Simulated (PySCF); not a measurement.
# Core-level calculation, with input and output: Si3N2H10

The run: core-level calculation of Si3N2H10, SMILES [SiH3]N[SiH2]N[SiH3]. Method and program: delta-SCF UKS SCAN, pcX-2 on the ionised atom, pcseg-1 elsewhere, spin-free X2C (PySCF 2.14.0).

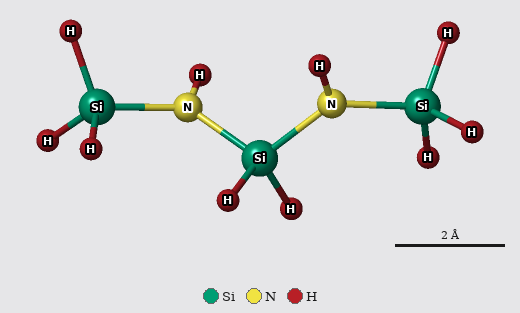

Figure 1. The input geometry (ball-and-stick view, seen on its broad side).

Input file
```
{"job": {"kind": "xps", "holes": 5}, "charge": 0, "multiplicity": 1}
Si    -2.995260    -0.025818    -0.286580
N     -1.300199     0.178974    -0.626912
Si     0.063781    -0.735958    -0.059390
N      1.259224     0.288055     0.677053
Si     2.955549     0.449928     0.321164
H     -3.116646    -1.000282     0.836417
H     -3.619387     1.275553     0.111249
H     -3.771022    -0.542456    -1.458978
H     -1.075125     0.913508    -1.295022
H      0.795845    -1.437986    -1.155564
H     -0.520182    -1.729767     0.890022
H      0.922437     0.843954     1.460712
H      3.331706     1.890092     0.159924
H      3.836350    -0.114400     1.393010
H      3.222188    -0.279238    -0.952626
```

The first line tells a small driver script what to run in PySCF; the rest is the geometry in Å.

Hardware: 1 CPU thread, shared host.

Command:
```bash
OMP_NUM_THREADS=1 python <driver script> task.json out
```

Output
```
ground state, core basis on atom 2 (Si), 174 functions
  cycle   1  E = -985.68970422  |g| = 6.72e-01
  cycle   2  E = -985.48304070  |g| = 1.12e+00
  cycle   3  E = -985.78275240  |g| = 9.36e-02
  cycle   4  E = -985.78558026  |g| = 2.00e-02
  cycle   5  E = -985.78568733  |g| = 4.47e-03
  cycle   6  E = -985.78568863  |g| = 1.39e-03
  cycle   7  E = -985.78568917  |g| = 5.76e-04
  cycle   8  E = -985.78568807  |g| = 2.40e-04
  E(ground) = -985.84675846 Eh
hole in Si 2p of atom 2
  cycle   1  E = -981.50765099  |g| = 1.24e+00
  cycle   2  E = -981.33590649  |g| = 1.15e+00
  cycle   3  E = -981.78434436  |g| = 2.98e-01
  cycle   4  E = -981.82721811  |g| = 1.20e-01
  cycle   5  E = -981.83262797  |g| = 5.27e-02
  cycle   6  E = -981.83407426  |g| = 4.63e-03
  cycle   7  E = -981.83408411  |g| = 1.71e-03
  cycle   8  E = -981.83408500  |g| = 3.72e-04
  E(ion) = -981.90601571 Eh   <S^2> = 0.7519   hole on atom = 1.003   binding energy = 107.233 eV
  2p3/2 = 107.036 eV   2p1/2 = 107.660 eV
ground state, core basis on atom 3 (N), 163 functions
  cycle   1  E = -985.69824839  |g| = 7.53e-02
  cycle   2  E = -985.69830390  |g| = 1.85e-02
  cycle   3  E = -985.69833396  |g| = 1.63e-02
  cycle   4  E = -985.69839818  |g| = 4.28e-03
  cycle   5  E = -985.69840258  |g| = 6.54e-04
  cycle   6  E = -985.69840349  |g| = 1.34e-04
  E(ground) = -985.79904627 Eh
hole in N 1s of atom 3
  cycle   1  E = -970.12748671  |g| = 1.87e+00
  cycle   2  E = -968.37252328  |g| = 2.46e+00
  cycle   3  E = -970.70000668  |g| = 5.35e-01
  cycle   4  E = -970.76180608  |g| = 4.16e-01
  cycle   5  E = -970.84013924  |g| = 1.29e-01
  cycle   6  E = -970.84803297  |g| = 1.23e-02
  cycle   7  E = -970.84811751  |g| = 4.69e-03
  cycle   8  E = -970.84813215  |g| = 1.50e-03
  cycle   9  E = -970.84813444  |g| = 5.19e-04
  cycle  10  E = -970.84813354  |g| = 1.82e-04
  E(ion) = -970.94685882 Eh   <S^2> = 0.7653   hole on atom = 1.000   binding energy = 404.149 eV
ground state, core basis on atom 4 (Si), 174 functions
  cycle   1  E = -985.77969288  |g| = 2.88e-01
  cycle   2  E = -985.77977691  |g| = 4.18e-02
  cycle   3  E = -985.77975859  |g| = 3.29e-02
  cycle   4  E = -985.77989724  |g| = 1.10e-02
  cycle   5  E = -985.77992594  |g| = 1.27e-03
  cycle   6  E = -985.77992565  |g| = 1.98e-04
  E(ground) = -985.84106933 Eh
hole in Si 2p of atom 4
  cycle   1  E = -981.50650312  |g| = 1.23e+00
  cycle   2  E = -980.04084394  |g| = 1.54e+00
  cycle   3  E = -981.50039734  |g| = 7.48e-01
  cycle   4  E = -981.79989592  |g| = 1.83e-01
  cycle   5  E = -981.81970967  |g| = 1.29e-01
  cycle   6  E = -981.82677369  |g| = 4.48e-02
  cycle   7  E = -981.82768475  |g| = 1.52e-02
  cycle   8  E = -981.82779377  |g| = 3.25e-03
  cycle   9  E = -981.82779859  |g| = 7.30e-04
  cycle  10  E = -981.82779996  |g| = 1.90e-04
  E(ion) = -981.89964700 Eh   <S^2> = 0.7517   hole on atom = 1.003   binding energy = 107.252 eV
  2p3/2 = 107.026 eV   2p1/2 = 107.650 eV
```

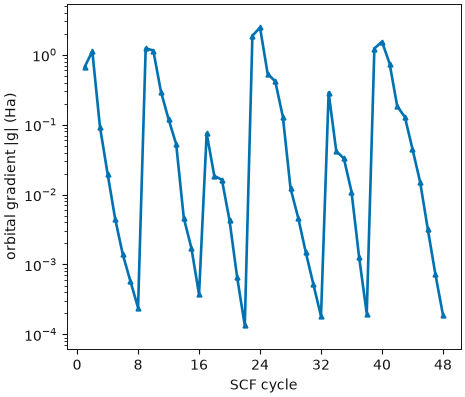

Figure 2. Convergence of the self-consistent field: orbital gradient |g| against the SCF cycle. All cycles printed in the log are drawn one after another.

Summary

```json
{"quantity": "outcome", "value": "converged"}
{"quantity": "wall time", "value": "24 s"}
{"quantity": "peak memory", "value": "0.61 GiB"}
```
